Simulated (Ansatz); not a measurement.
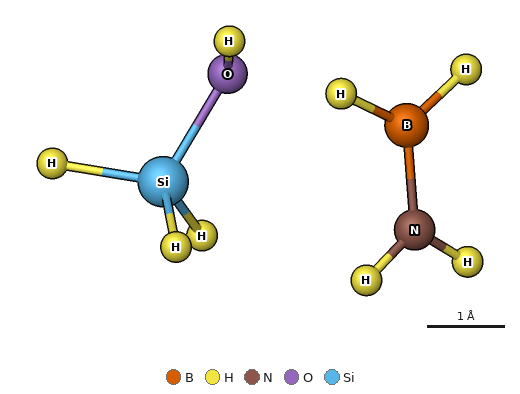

Figure 1. The structure as given in the input (ball-and-stick view, seen at a tilt). Bond lengths as drawn: B–H 1.19 Å, B–N 1.38 Å, H–N 1.00 Å, H–O 0.96 Å, H–Si 1.47 to 1.48 Å and O–Si 1.65 Å.

**Nudged elastic band, with input and output: BSiNH₈O (part 1 of 2)**

BSiNH₈O, computed with RKS BHLYP-D4/6-31G* (Ansatz 0.2.0).

The run did not end well. It belongs to a series of runs on one base structure; here: band between the two ends.

The input
```yaml
crystal:
  periodic: [false, false, false]
  atoms:
    - { symbol: B, position_ang: [-0.049869, -0.428105, -0.188465] }
    - { symbol: H, position_ang: [-0.343387, -0.588716, 0.957249] }
    - { symbol: H, position_ang: [1.08539, -0.361797, -0.533261] }
    - { symbol: "N", position_ang: [-1.061666, -0.361053, -1.131115] }
    - { symbol: H, position_ang: [-2.034344, -0.407783, -0.896037] }
    - { symbol: H, position_ang: [-0.89139, -0.228377, -2.10901] }
    - { symbol: O, position_ang: [-0.201811, 2.30903, 1.0473] }
    - { symbol: Si, position_ang: [-1.748491, 2.80669, 0.761431] }
    - { symbol: H, position_ang: [-2.690716, 1.667338, 0.679231] }
    - { symbol: H, position_ang: [-2.241478, 3.705908, 1.827002] }
    - { symbol: H, position_ang: [-1.740614, 3.537321, -0.516294] }
    - { symbol: H, position_ang: [-0.077127, 1.577843, 1.650069] }
basis:
  gaussian: { orbitals: "6-31G*" }
hamiltonian:
  xc: { name: BHLYP }
  dispersion: d4
neb:
  order_check: false
  images: 5
  f_tol: 0.05
  max_iterations: 60
  optimiser: lbfgs
  climbing: immediate
  final_atoms:
    - { symbol: B, position_ang: [-0.39370054, 0.2577353, -0.56580918] }
    - { symbol: H, position_ang: [0.71420799, 0.88255816, 3.24238786] }
    - { symbol: H, position_ang: [0.64134629, -0.31938319, -0.45712247] }
    - { symbol: "N", position_ang: [-1.33738037, -0.20741179, -1.48749038] }
    - { symbol: H, position_ang: [-1.16399504, -1.01605347, -2.04955746] }
    - { symbol: H, position_ang: [-2.24364842, 0.19602631, -1.62815926] }
    - { symbol: O, position_ang: [-0.60841564, 1.35220722, 0.22377424] }
    - { symbol: Si, position_ang: [-1.75861333, 2.50966158, 0.38929362] }
    - { symbol: H, position_ang: [-3.05375623, 2.0601399, -0.17177353] }
    - { symbol: H, position_ang: [-1.93506169, 2.7993539, 1.82143379] }
    - { symbol: H, position_ang: [-1.34849279, 3.73836992, -0.31584944] }
    - { symbol: H, position_ang: [0.49200677, 0.97509516, 2.54697221] }
  initial_path:
    images:
      - { positions_ang: [[-0.049869, -0.428105, -0.188465], [-0.343387, -0.588716, 0.957249], [1.08539, -0.361797, -0.533261], [-1.061666, -0.361053, -1.131115], [-2.034344, -0.407783, -0.896037], [-0.89139, -0.228377, -2.10901], [-0.201811, 2.30903, 1.0473], [-1.748491, 2.80669, 0.761431], [-2.690716, 1.667338, 0.679231], [-2.241478, 3.705908, 1.827002], [-1.740614, 3.537321, -0.516294], [-0.077127, 1.577843, 1.650069]] }
      - { positions_ang: [[-0.03138093, -0.28478413, -0.11515957], [-0.23351373, -0.38307262, 1.16186733], [1.07142256, -0.24263449, -0.53901567], [-1.15005918, -0.24624784, -1.00746449], [-2.02086986, -0.54979904, -0.81600504], [-1.11793567, 0.11038455, -1.87458955], [-0.20820372, 2.07888813, 0.87828239], [-1.71184143, 2.70433478, 0.62368822], [-2.67517554, 1.66760908, 0.35053483], [-2.20508004, 3.44377949, 1.77013582], [-1.61799291, 3.58414944, -0.50156423], [-0.09487256, 1.34569164, 1.61738998]] }
      - { positions_ang: [[-0.01289286, -0.14146326, -0.04185415], [-0.12364046, -0.17742924, 1.36648565], [1.05745513, -0.12347197, -0.54477035], [-1.23845236, -0.13144268, -0.88381398], [-2.00739572, -0.69181507, -0.73597309], [-1.34448134, 0.4491461, -1.64016909], [-0.21459644, 1.84874625, 0.70926477], [-1.67519185, 2.60197956, 0.48594543], [-2.65963507, 1.66788016, 0.02183866], [-2.16868208, 3.18165098, 1.71326965], [-1.49537182, 3.63097789, -0.48683447], [-0.11261812, 1.11354028, 1.58471096]] }
      - { positions_ang: [[0.0055952, 0.00185762, 0.03145128], [-0.01376719, 0.02821414, 1.57110398], [1.04348769, -0.00430946, -0.55052502], [-1.32684553, -0.01663751, -0.76016346], [-1.99392158, -0.83383111, -0.65594113], [-1.57102702, 0.78790765, -1.40574864], [-0.22098916, 1.61860438, 0.54024716], [-1.63854228, 2.49962434, 0.34820265], [-2.64409461, 1.66815124, -0.30685752], [-2.13228411, 2.91952247, 1.65640347], [-1.37275073, 3.67780633, -0.4721047], [-0.13036369, 0.88138892, 1.55203194]] }
      - { positions_ang: [[-0.12750338, 0.08715018, -0.16763554], [0.22889121, 0.31299548, 2.12819861], [0.90944055, -0.10933404, -0.51939084], [-1.33035715, -0.08022894, -1.00260577], [-1.7172794, -0.8945719, -1.12047991], [-1.79523415, 0.59061387, -1.47988551], [-0.35013132, 1.52980532, 0.43475619], [-1.67856596, 2.50297009, 0.36189964], [-2.78064848, 1.79881413, -0.26182952], [-2.06654331, 2.87946628, 1.71141358], [-1.36466475, 3.6979942, -0.42001961], [0.07709313, 0.91262434, 1.8836787]] }
      - { positions_ang: [[-0.26060196, 0.17244274, -0.36672236], [0.4715496, 0.59777682, 2.68529323], [0.77539342, -0.21435862, -0.48825665], [-1.33386876, -0.14382036, -1.24504808], [-1.44063722, -0.95531269, -1.58501868], [-2.01944128, 0.39332009, -1.55402239], [-0.47927348, 1.44100627, 0.32926521], [-1.71858965, 2.50631583, 0.37559663], [-2.91720236, 1.92947701, -0.21680152], [-2.0008025, 2.83941009, 1.76642368], [-1.35657877, 3.71818206, -0.36793453], [0.28454995, 0.94385975, 2.21532545]] }
      - { positions_ang: [[-0.39370054, 0.2577353, -0.56580918], [0.71420799, 0.88255816, 3.24238786], [0.64134629, -0.31938319, -0.45712247], [-1.33738037, -0.20741179, -1.48749038], [-1.16399504, -1.01605347, -2.04955746], [-2.24364842, 0.19602631, -1.62815926], [-0.60841564, 1.35220722, 0.22377424], [-1.75861333, 2.50966158, 0.38929362], [-3.05375623, 2.0601399, -0.17177353], [-1.93506169, 2.7993539, 1.82143379], [-1.34849279, 3.73836992, -0.31584944], [0.49200677, 0.97509516, 2.54697221]] }
```

Command:
```bash
ansatz run input.yaml --threads 1 --pin off --max-ram 2048MiB --backend cpu --events-out ev --progress --plain --runs-dir out
```

Log
```
Engine: ansatz 0.2.0, aarch64-unknown-linux-gnu
Functional definition: BHLYP
  parameter a = 0.5
  exchange = (1 - a)*b88_x + a*exact_x
  correlation = lyp_c
904 factors; integrals over basis functions are off by at most 5.8e-4 eV
mean field evaluation 1: about -12214.3673 eV, gradient 5.4e1 eV
mean field evaluation 2: about -12213.3988 eV, gradient 5.9e1 eV
mean field evaluation 4: about -12219.7353 eV, gradient 1.6e0 eV
mean field evaluation 8: about -12219.7833 eV, gradient 4.5e-2 eV
mean field -12219.78328900 eV, -449.0687530041 hartree, gradient 6.5e-5 eV, S^2 0.000000; 0 other end points of the search recorded, 0 dependent functions left out
the calculation of the forces begins
reference -12219.78346704 eV, -449.0687595469 hartree; 21, 21 occupied and 59, 59 virtual orbitals, 904 factors
905 factors; integrals over basis functions are off by at most 8.7e-4 eV
mean field evaluation 16: about -12215.8729 eV, gradient 5.2e1 eV
mean field -12220.84561435 eV, -449.1077927405 hartree, gradient 1.9e-5 eV, S^2 0.000000; 0 other end points of the search recorded, 0 dependent functions left out
[... from here on the field's lines of each further geometry are left out, up to the last ...]
NEB iter   1: max|band force component| = 7.602e0 eV/Å  barrier→ = 4.5907 eV  barrier← = 5.6715 eV  CI = image 3  Δτ_max = 0.1307 Å  (178 SCF iters)
NEB iter   2: max|band force component| = 7.440e0 eV/Å  barrier→ = 3.7072 eV  barrier← = 4.7880 eV  CI = image 3  Δτ_max = 0.0662 Å  (149 SCF iters)
NEB iter   3: max|band force component| = 2.775e0 eV/Å  barrier→ = 3.4562 eV  barrier← = 4.5370 eV  CI = image 3  Δτ_max = 0.0567 Å  (149 SCF iters)
NEB iter   4: max|band force component| = 2.257e0 eV/Å  barrier→ = 3.1456 eV  barrier← = 4.2264 eV  CI = image 3  Δτ_max = 0.0699 Å  (147 SCF iters)
NEB iter   5: max|band force component| = 2.145e0 eV/Å  barrier→ = 2.8513 eV  barrier← = 3.9321 eV  CI = image 3  Δτ_max = 0.0927 Å  (147 SCF iters)
NEB iter   6: max|band force component| = 3.038e0 eV/Å  barrier→ = 2.5252 eV  barrier← = 3.6061 eV  CI = image 3  Δτ_max = 0.0556 Å  (146 SCF iters)
NEB iter   7: max|band force component| = 2.437e0 eV/Å  barrier→ = 2.4192 eV  barrier← = 3.5000 eV  CI = image 3  Δτ_max = 0.0189 Å  (148 SCF iters)
NEB iter   8: max|band force component| = 1.754e0 eV/Å  barrier→ = 2.3689 eV  barrier← = 3.4497 eV  CI = image 3  Δτ_max = 0.1516 Å  (139 SCF iters)
NEB iter   9: max|band force component| = 3.150e0 eV/Å  barrier→ = 2.1884 eV  barrier← = 3.2692 eV  CI = image 3  Δτ_max = 0.0492 Å  (145 SCF iters)
NEB iter  10: max|band force component| = 3.113e0 eV/Å  barrier→ = 2.1427 eV  barrier← = 3.2235 eV  CI = image 3  Δτ_max = 0.0139 Å  (149 SCF iters)
NEB iter  11: max|band force component| = 1.642e0 eV/Å  barrier→ = 2.1331 eV  barrier← = 3.2139 eV  CI = image 3  Δτ_max = 0.0890 Å  (134 SCF iters)
NEB iter  12: max|band force component| = 2.698e0 eV/Å  barrier→ = 2.1326 eV  barrier← = 3.2134 eV  CI = image 3  Δτ_max = 0.0438 Å  (140 SCF iters)
NEB iter  13: max|band force component| = 2.322e0 eV/Å  barrier→ = 2.1163 eV  barrier← = 3.1971 eV  CI = image 3  Δτ_max = 0.0148 Å  (143 SCF iters)
NEB iter  14: max|band force component| = 1.597e0 eV/Å  barrier→ = 2.1101 eV  barrier← = 3.1909 eV  CI = image 3  Δτ_max = 0.2000 Å  (124 SCF iters)
NEB iter  15: max|band force component| = 3.468e0 eV/Å  barrier→ = 2.3093 eV  barrier← = 3.3901 eV  CI = image 3  Δτ_max = 0.0548 Å  (148 SCF iters)
NEB iter  16: max|band force component| = 3.590e0 eV/Å  barrier→ = 2.1313 eV  barrier← = 3.2121 eV  CI = image 3  Δτ_max = 0.0549 Å  (141 SCF iters)
NEB iter  17: max|band force component| = 2.847e0 eV/Å  barrier→ = 2.0943 eV  barrier← = 3.1751 eV  CI = image 3  Δτ_max = 0.0147 Å  (134 SCF iters)
NEB iter  18: max|band force component| = 8.683e-1 eV/Å  barrier→ = 2.0831 eV  barrier← = 3.1639 eV  CI = image 3  Δτ_max = 0.0309 Å  (121 SCF iters)
NEB iter  19: max|band force component| = 9.881e-1 eV/Å  barrier→ = 2.0392 eV  barrier← = 3.1200 eV  CI = image 3  Δτ_max = 0.0145 Å  (138 SCF iters)
NEB iter  20: max|band force component| = 7.665e-1 eV/Å  barrier→ = 2.0182 eV  barrier← = 3.0990 eV  CI = image 3  Δτ_max = 0.0306 Å  (122 SCF iters)
NEB iter  21: max|band force component| = 2.214e0 eV/Å  barrier→ = 1.9673 eV  barrier← = 3.0481 eV  CI = image 3  Δτ_max = 0.0361 Å  (128 SCF iters)
NEB iter  22: max|band force component| = 2.053e0 eV/Å  barrier→ = 1.9515 eV  barrier← = 3.0323 eV  CI = image 3  Δτ_max = 0.0114 Å  (130 SCF iters)
NEB iter  23: max|band force component| = 7.992e-1 eV/Å  barrier→ = 1.9462 eV  barrier← = 3.0270 eV  CI = image 3  Δτ_max = 0.0183 Å  (116 SCF iters)
NEB iter  24: max|band force component| = 9.530e-1 eV/Å  barrier→ = 1.9250 eV  barrier← = 3.0058 eV  CI = image 3  Δτ_max = 0.0158 Å  (130 SCF iters)
NEB iter  25: max|band force component| = 8.842e-1 eV/Å  barrier→ = 1.9194 eV  barrier← = 3.0003 eV  CI = image 3  Δτ_max = 0.0105 Å  (121 SCF iters)
NEB iter  26: max|band force component| = 1.120e0 eV/Å  barrier→ = 1.9140 eV  barrier← = 2.9948 eV  CI = image 3  Δτ_max = 0.0167 Å  (114 SCF iters)
NEB iter  27: max|band force component| = 8.374e-1 eV/Å  barrier→ = 1.9127 eV  barrier← = 2.9935 eV  CI = image 3  Δτ_max = 0.0063 Å  (121 SCF iters)
NEB iter  28: max|band force component| = 8.727e-1 eV/Å  barrier→ = 1.9119 eV  barrier← = 2.9927 eV  CI = image 3  Δτ_max = 0.0145 Å  (112 SCF iters)
NEB iter  29: max|band force component| = 7.847e-1 eV/Å  barrier→ = 1.9117 eV  barrier← = 2.9925 eV  CI = image 3  Δτ_max = 0.0062 Å  (121 SCF iters)
NEB iter  30: max|band force component| = 8.551e-1 eV/Å  barrier→ = 1.9114 eV  barrier← = 2.9922 eV  CI = image 3  Δτ_max = 0.0127 Å  (111 SCF iters)
NEB iter  31: max|band force component| = 6.227e-1 eV/Å  barrier→ = 1.9107 eV  barrier← = 2.9915 eV  CI = image 3  Δτ_max = 0.0060 Å  (119 SCF iters)
NEB iter  32: max|band force component| = 7.756e-1 eV/Å  barrier→ = 1.9093 eV  barrier← = 2.9901 eV  CI = image 3  Δτ_max = 0.0129 Å  (112 SCF iters)
NEB iter  33: max|band force component| = 6.833e-1 eV/Å  barrier→ = 1.9073 eV  barrier← = 2.9881 eV  CI = image 3  Δτ_max = 0.0050 Å  (120 SCF iters)
NEB iter  34: max|band force component| = 7.275e-1 eV/Å  barrier→ = 1.9044 eV  barrier← = 2.9853 eV  CI = image 3  Δτ_max = 0.0108 Å  (111 SCF iters)
NEB iter  35: max|band force component| = 5.156e-1 eV/Å  barrier→ = 1.9010 eV  barrier← = 2.9819 eV  CI = image 3  Δτ_max = 0.0059 Å  (119 SCF iters)
NEB iter  36: max|band force component| = 7.452e-1 eV/Å  barrier→ = 1.8957 eV  barrier← = 2.9766 eV  CI = image 3  Δτ_max = 0.0124 Å  (112 SCF iters)
NEB iter  37: max|band force component| = 6.530e-1 eV/Å  barrier→ = 1.8912 eV  barrier← = 2.9720 eV  CI = image 3  Δτ_max = 0.0056 Å  (117 SCF iters)
NEB iter  38: max|band force component| = 7.110e-1 eV/Å  barrier→ = 1.8859 eV  barrier← = 2.9667 eV  CI = image 3  Δτ_max = 0.0105 Å  (111 SCF iters)
NEB iter  39: max|band force component| = 4.905e-1 eV/Å  barrier→ = 1.8809 eV  barrier← = 2.9617 eV  CI = image 3  Δτ_max = 0.0089 Å  (119 SCF iters)
NEB iter  40: max|band force component| = 7.829e-1 eV/Å  barrier→ = 1.8734 eV  barrier← = 2.9542 eV  CI = image 3  Δτ_max = 0.0129 Å  (113 SCF iters)
NEB iter  41: max|band force component| = 6.880e-1 eV/Å  barrier→ = 1.8683 eV  barrier← = 2.9491 eV  CI = image 3  Δτ_max = 0.0076 Å  (117 SCF iters)
NEB iter  42: max|band force component| = 7.243e-1 eV/Å  barrier→ = 1.8630 eV  barrier← = 2.9439 eV  CI = image 3  Δτ_max = 0.0108 Å  (107 SCF iters)
NEB iter  43: max|band force component| = 4.857e-1 eV/Å  barrier→ = 1.8583 eV  barrier← = 2.9391 eV  CI = image 3  Δτ_max = 0.0119 Å  (119 SCF iters)
NEB iter  44: max|band force component| = 8.407e-1 eV/Å  barrier→ = 1.8513 eV  barrier← = 2.9321 eV  CI = image 3  Δτ_max = 0.0138 Å  (112 SCF iters)
NEB iter  45: max|band force component| = 7.430e-1 eV/Å  barrier→ = 1.8471 eV  barrier← = 2.9280 eV  CI = image 3  Δτ_max = 0.0081 Å  (119 SCF iters)
NEB iter  46: max|band force component| = 7.118e-1 eV/Å  barrier→ = 1.8433 eV  barrier← = 2.9241 eV  CI = image 3  Δτ_max = 0.2000 Å  (106 SCF iters)
NEB iter  47: max|band force component| = 9.681e-1 eV/Å  barrier→ = 1.8136 eV  barrier← = 2.8944 eV  CI = image 3  Δτ_max = 0.0167 Å  (139 SCF iters)
NEB iter  48: max|band force component| = 5.765e-1 eV/Å  barrier→ = 1.8080 eV  barrier← = 2.8888 eV  CI = image 3  Δτ_max = 0.0249 Å  (125 SCF iters)
NEB iter  49: max|band force component| = 7.490e-1 eV/Å  barrier→ = 1.8083 eV  barrier← = 2.8891 eV  CI = image 3  Δτ_max = 0.0117 Å  (120 SCF iters)
NEB iter  50: max|band force component| = 4.679e-1 eV/Å  barrier→ = 1.7988 eV  barrier← = 2.8796 eV  CI = image 3  Δτ_max = 0.0087 Å  (126 SCF iters)
NEB iter  51: max|band force component| = 6.190e-1 eV/Å  barrier→ = 1.7914 eV  barrier← = 2.8722 eV  CI = image 3  Δτ_max = 0.0099 Å  (109 SCF iters)
NEB iter  52: max|band force component| = 3.693e-1 eV/Å  barrier→ = 1.7819 eV  barrier← = 2.8627 eV  CI = image 3  Δτ_max = 0.0092 Å  (119 SCF iters)
NEB iter  53: max|band force component| = 5.966e-1 eV/Å  barrier→ = 1.7722 eV  barrier← = 2.8530 eV  CI = image 3  Δτ_max = 0.0092 Å  (117 SCF iters)
NEB iter  54: max|band force component| = 4.727e-1 eV/Å  barrier→ = 1.7637 eV  barrier← = 2.8446 eV  CI = image 3  Δτ_max = 0.0059 Å  (118 SCF iters)
NEB iter  55: max|band force component| = 5.104e-1 eV/Å  barrier→ = 1.7572 eV  barrier← = 2.8381 eV  CI = image 3  Δτ_max = 0.0078 Å  (108 SCF iters)
NEB iter  56: max|band force component| = 2.814e-1 eV/Å  barrier→ = 1.7523 eV  barrier← = 2.8331 eV  CI = image 3  Δτ_max = 0.0091 Å  (109 SCF iters)
NEB iter  57: max|band force component| = 6.257e-1 eV/Å  barrier→ = 1.7495 eV  barrier← = 2.8303 eV  CI = image 3  Δτ_max = 0.0096 Å  (114 SCF iters)
NEB iter  58: max|band force component| = 4.934e-1 eV/Å  barrier→ = 1.7463 eV  barrier← = 2.8271 eV  CI = image 3  Δτ_max = 0.0036 Å  (125 SCF iters)
NEB iter  59: max|band force component| = 3.497e-1 eV/Å  barrier→ = 1.7454 eV  barrier← = 2.8262 eV  CI = image 3  Δτ_max = 0.0772 Å  (104 SCF iters)
the calculation of the forces begins
reference -12219.83372601 eV, -449.0706065300 hartree; 21, 21 occupied and 59, 59 virtual orbitals, 904 factors
these checks for a lower state are left out or cut short: starts, cluster_reference, orbital_swaps, neighbouring_geometries, increment
904 factors; integrals over basis functions are off by at most 8.4e-4 eV
mean field -12220.73251734 eV, -449.1036365023 hartree, gradient 8.0e-6 eV, S^2 0.000000; 0 other end points of the search recorded, 0 dependent functions left out
the calculation of the forces begins
reference -12220.73269063 eV, -449.1036428707 hartree; 21, 21 occupied and 59, 59 virtual orbitals, 904 factors
NEB iter  60: max|band force component| = 9.117e-1 eV/Å  barrier→ = 1.7931 eV  barrier← = 2.8739 eV  CI = image 3  Δτ_max = 0.0133 Å  (141 SCF iters)
```
